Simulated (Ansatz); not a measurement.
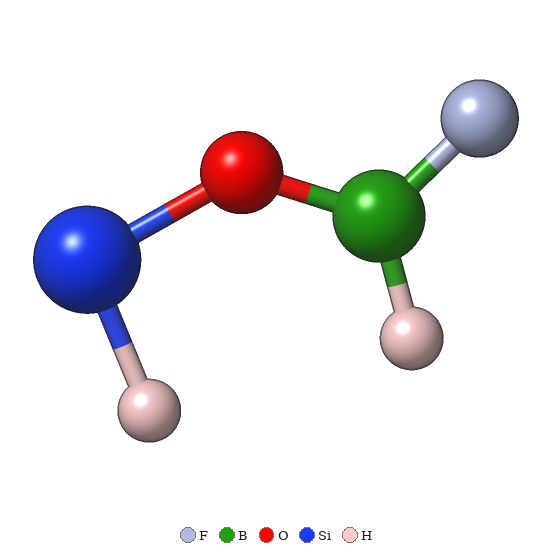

Ball-and-stick drawing of a structure. Every bond is drawn as one stick, whatever its order.

The geometry was computed by an optimisation with PBE0-D4/def2-TZVP. No frequency run is at hand to confirm it as a minimum.

What is the molecular formula?

BFH₂OSi, 6 atoms: 1 boron, 1 fluorine, 2 hydrogen, 1 oxygen and 1 silicon.

What is the point group of this geometry?

Cs.

The parts below concern this one geometry. Atoms keep their numbers from picture to picture.

## Shape

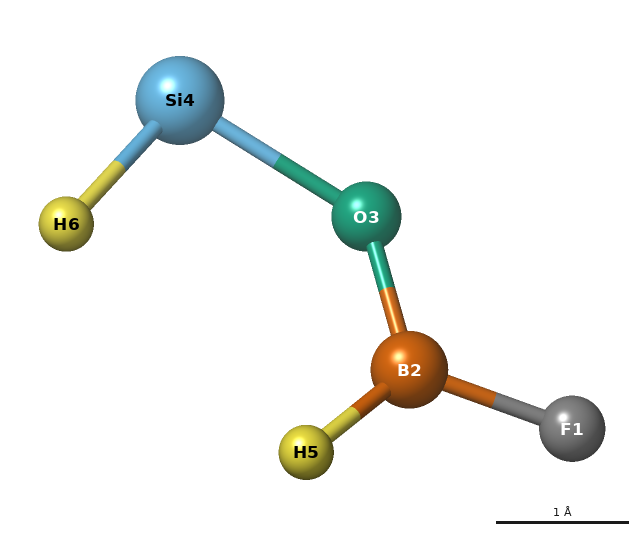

Atoms carry their numbers in the input. No frequency run is at hand to confirm it as a minimum.

List the bonds and their lengths.

```tsv
bond	length (Å)
F1–B2	1.320
B2–O3	1.356
B2–H5	1.196
O3–Si4	1.668
Si4–H6	1.543
```

## Dipole moment

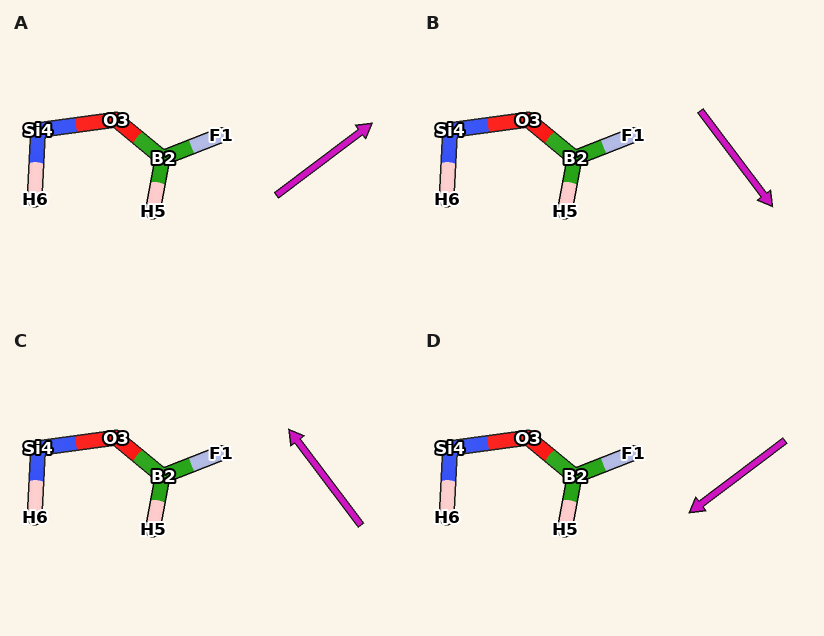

The same molecule four times, each with an arrow. No frequency run is at hand to confirm it as a minimum. Properties computed with RKS PBE0-D4/def2-TZVP (Ansatz 0.2.0).

Which arrow points along the dipole moment, from the negative to the positive end?

D. The dipole moment is 1.34 D; it points from the side of F1 to the side of H6 (the outermost atoms at the two ends).

## Electronic properties

No frequency run is at hand to confirm it as a minimum. Method: RKS PBE0-D4/def2-TZVPP (Ansatz 0.2.0).

Estimate the HOMO energy (Kohn–Sham orbital).

−6.98 eV.

What is the LUMO energy (Kohn–Sham orbital)?

−2.67 eV.

## Charges

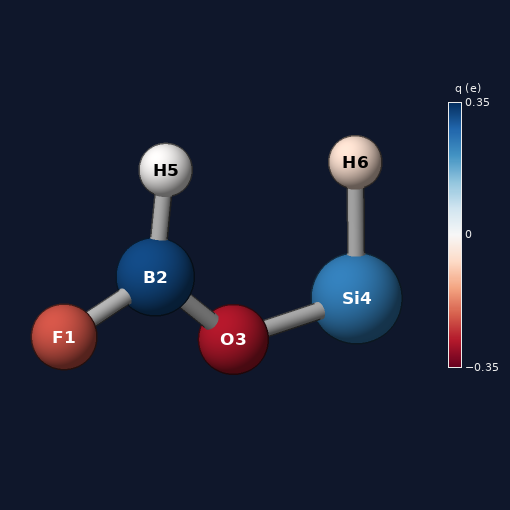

Atoms are coloured by their Mulliken charges. No frequency run is at hand to confirm it as a minimum. Properties computed with RKS PBE0-D4/def2-TZVP (Ansatz 0.2.0).

Which atom carries the highest charge (most positive or least negative)?

B2 (0.32 e).

And the lowest?

O3 (−0.28 e).

List the Mulliken charges.

| atom | value (e) |
| --- | --- |
| F1 | −0.22 |
| B2 | 0.32 |
| O3 | −0.28 |
| Si4 | 0.24 |
| H5 | 0.00 |
| H6 | −0.06 |

Mulliken values depend strongly on the basis set and can even reverse the polarity of a bond.
